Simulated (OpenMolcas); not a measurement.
SiH2O2F (SMILES O[Si](O)F): methods side by side

The species is SiH2O2F (6 atoms), meant as a doublet with charge 0. As SMILES, `O[Si](O)F`. The shape is that of a PBE0-D4/def2-TZVP optimisation. This is one conformer, not always the lowest.

```csv
atom,x (Å),y (Å),z (Å)
O,-0.8873,1.0320,-0.6263
Si,0.3829,0.0262,-0.4465
O,0.3463,-0.5607,1.0834
F,0.1594,-1.1339,-1.5163
H,-1.0516,1.6588,0.0811
H,1.0923,-1.0866,1.3785
```

Each level gives the energy change with the Si2–F4 bond stretched from 1.594 to 2.869 Å (eV). The values are calculated.

```csv
level,kind,program,value (eV),CPU time (all runs)
U-revPBE/aug-cc-pVDZ,GGA,OpenMolcas,2.97,2.4 min
UBLYP/aug-cc-pVDZ,GGA,OpenMolcas,2.88,2.7 min
UPBE/aug-cc-pVDZ,GGA,OpenMolcas,3.10,2.5 min
UM06-L/aug-cc-pVDZ,meta-GGA,OpenMolcas,3.33,3.9 min
UTPSS/aug-cc-pVDZ,meta-GGA,OpenMolcas,3.24,3.5 min
UBHLYP/aug-cc-pVDZ,global hybrid,OpenMolcas,3.75,3 min
UM06-2X/aug-cc-pVDZ,hybrid meta-GGA,OpenMolcas,3.96,3.5 min
UPBE0/aug-cc-pVDZ,global hybrid,OpenMolcas,3.58,2.6 min
```

The first shape isn't each level's own minimum. The values span 2.88 to 3.96 eV. CPU times are rough (shared hosts, several kinds of processor): they show what a rung costs within a factor of a few.

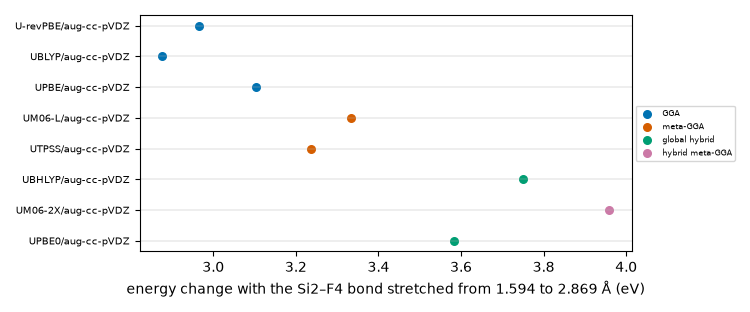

The values of the table, level by level.
